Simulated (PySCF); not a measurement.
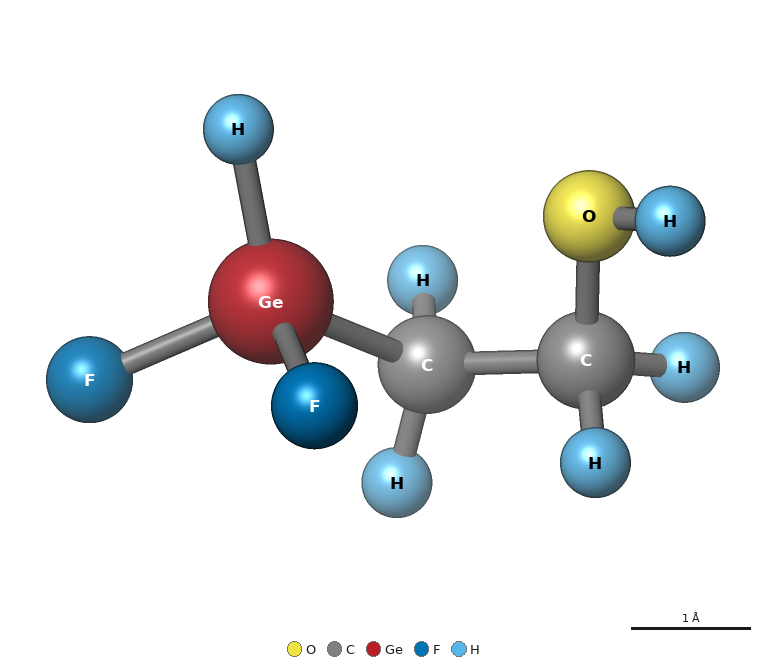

Depth is shown by fading: the farther an atom, the more it takes the colour of the background. Computed geometry: PBE0-D3(BJ)/def2-SVP optimisation. No frequency run is at hand to confirm it as a minimum. Masses are those of the most abundant isotopes; constants are for the rigid equilibrium geometry.

Classify the rotor and give the rotational constants (cm⁻¹).

An asymmetric top (C1): A = 0.148, B = 0.0558, C = 0.0486 cm⁻¹. Ray's parameter κ is −0.86, close to the prolate limit.
